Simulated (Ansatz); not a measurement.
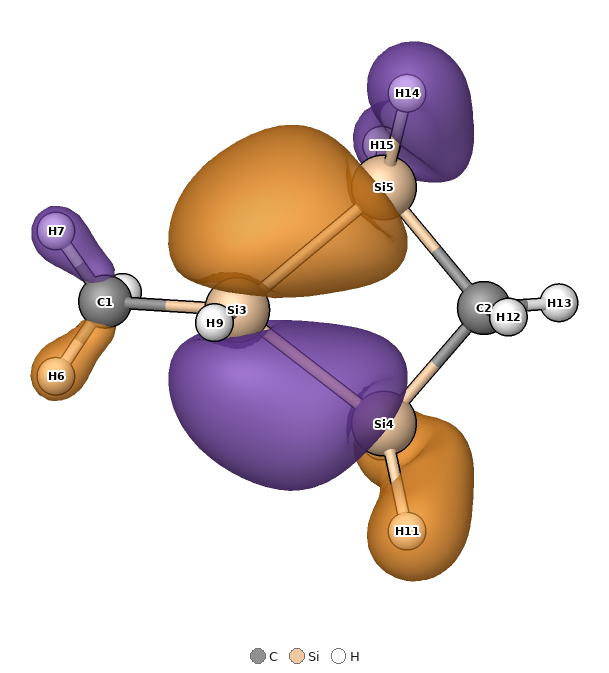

*C2H10Si3 (SMILES C[SiH]1[SiH2]C[SiH2]1). The HOMO at ±0.1 Å⁻³ᐟ² (orange and purple are the two phases), seen across its widest extent.*

Geometry: BLYP-D3(BJ)/def2-SVP.

These are results of isolated molecule in a Gaussian basis; Kohn-Sham density functional theory, functional PBE0 (Ansatz 0.2.0), not measurements.

```yaml
atoms:
  - { symbol: C, position_ang: [-1.0653, 4.4910, 0.3399] }
  - { symbol: C, position_ang: [0.4321, 0.1471, -0.7238] }
  - { symbol: Si, position_ang: [-0.8023, 2.6181, 0.5523] }
  - { symbol: Si, position_ang: [-1.1785, 1.0839, -1.2306] }
  - { symbol: Si, position_ang: [1.3192, 1.5962, 0.1937] }
  - { symbol: H, position_ang: [-2.1464, 4.7352, 0.3069] }
  - { symbol: H, position_ang: [-0.6107, 5.0502, 1.1826] }
  - { symbol: H, position_ang: [-0.5998, 4.8412, -0.6023] }
  - { symbol: H, position_ang: [-1.4322, 2.1320, 1.8315] }
  - { symbol: H, position_ang: [-0.9887, 1.7590, -2.5621] }
  - { symbol: H, position_ang: [-2.4174, 0.2340, -1.3081] }
  - { symbol: H, position_ang: [0.1673, -0.6336, 0.0214] }
  - { symbol: H, position_ang: [0.9985, -0.3408, -1.5416] }
  - { symbol: H, position_ang: [2.2123, 1.1836, 1.3319] }
  - { symbol: H, position_ang: [2.1394, 2.4006, -0.7783] }
```

Where does this orbital lie, and at what energy?

It lies mainly on Si3 (about 35 %), Si4 (about 25 %) and Si5 (about 25 %). Its energy is −7.00 eV.
